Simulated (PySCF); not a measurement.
# C₃F₆ (hexafluoropropylene): what the fields show

Input

```
{"job": {"kind": "sp", "xc": "wB97X", "basis": "ma-def2-TZVP", "d3": "d3bj", "grid": 2}, "charge": 0, "multiplicity": 1}
F      0.166404     2.382004    -0.971274
C     -0.321895     1.251385    -0.550577
F     -1.618470     1.209502    -0.635766
C      0.450434     0.263990    -0.089883
F      1.767726     0.427694    -0.050207
C     -0.005774    -1.064187     0.435628
F      0.288003    -1.184686     1.730327
F     -1.315401    -1.223062     0.288017
F      0.615313    -2.051856    -0.205495
```

Command:

```sh
OMP_NUM_THREADS=1 python redox_run.py task.json out
```

Geometry: PBE0-D3(BJ)/def2-SVP.

Computed with DFT single point, gas phase, functional wB97X (PySCF).

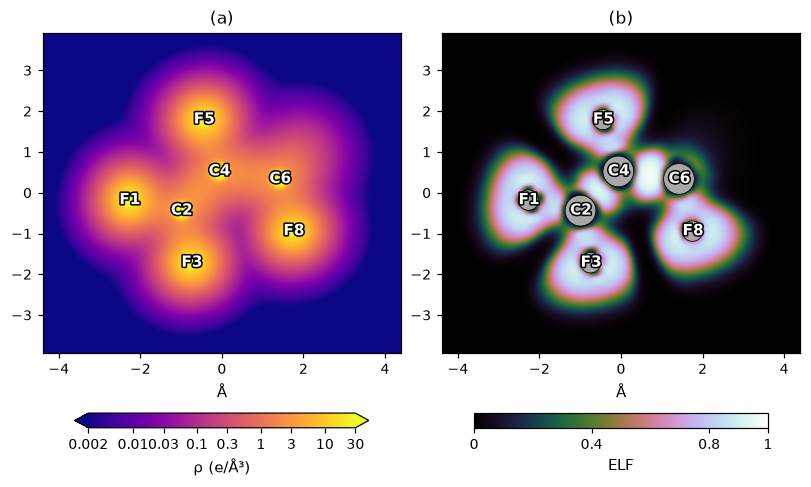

Figure 1. (a) total electron density; (b) ELF on the plane of atoms C2, C4 and C6. Grey discs cover the atomic cores in the ELF map.

> What do the fields say about this system?

- The section cuts through F and C sites.
- C–F (1.30 Å): ρ is about 2.6 e/Å³ halfway; the ELF peaks at about 0.85 between the atoms (a polar covalent bond).
- C–C (1.34 Å): ρ is about 2.4 e/Å³ halfway; the ELF peaks at about 0.90 between the atoms; a multiple bond.
- C–C (1.50 Å): the density is about 1.9 e/Å³ at the midpoint; the ELF peaks at about 1 between the atoms, as expected for a shared electron pair.
- The ELF also peaks beside F3, F8, F1 and F5, away from the bonds: lone-pair regions.

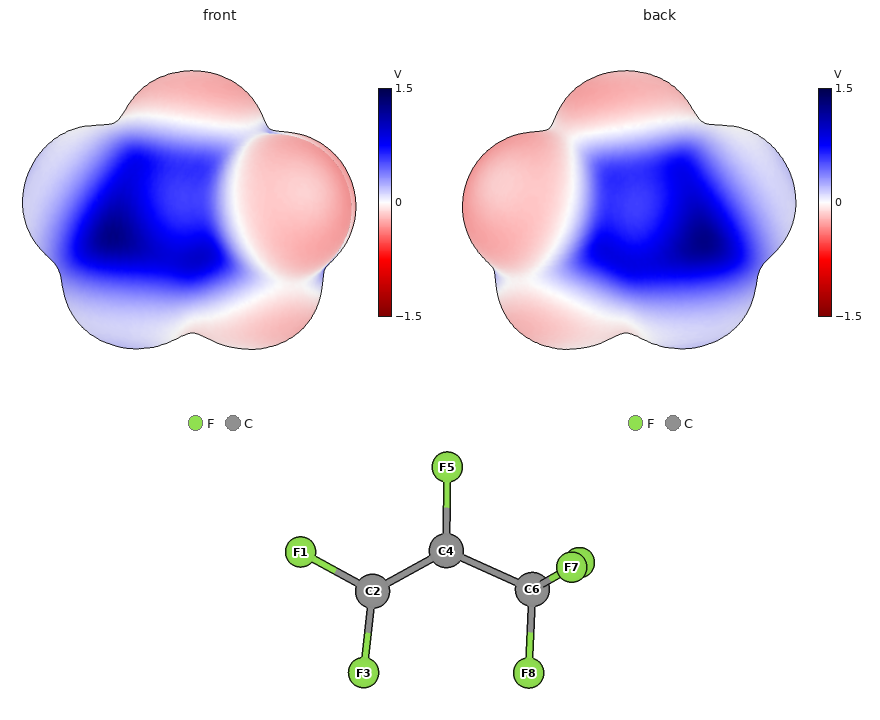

Figure 2. The molecular electrostatic potential painted on the density surface at 0.001 e/bohr³, seen from the front and from behind; the colour scale runs from red (negative) to blue (positive). The bare structure is drawn below in the same view.

> Which sites attract a positive test charge, and which a negative one?

A positive charge is drawn to the negative regions and a negative charge to the positive ones. The most negative region (about −0.3 V) lies over F5, F7 and F9, the most positive (about +1.2 V) over the π face of C2.

> What dipole moment does the calculation give?

Its dipole moment is 1.09 D.

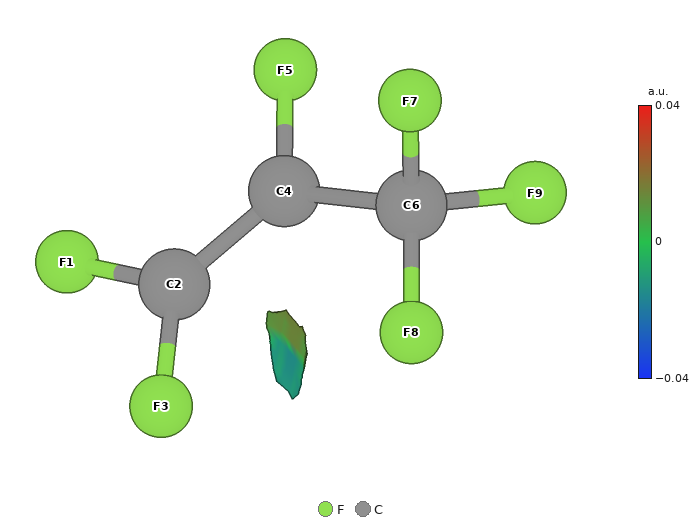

Figure 3. Non-covalent interaction (NCI) plot: the surface where the reduced density gradient is 0.5, for densities under 0.05 a.u., coloured by sign(λ₂)ρ; seen at a tilt.

> Identify the weak interactions.

Between F3 and C2 on one side and F8 and C6 on the other: a weak contact, attractive (blue-green) on one side and crowded (olive to red) on the other.
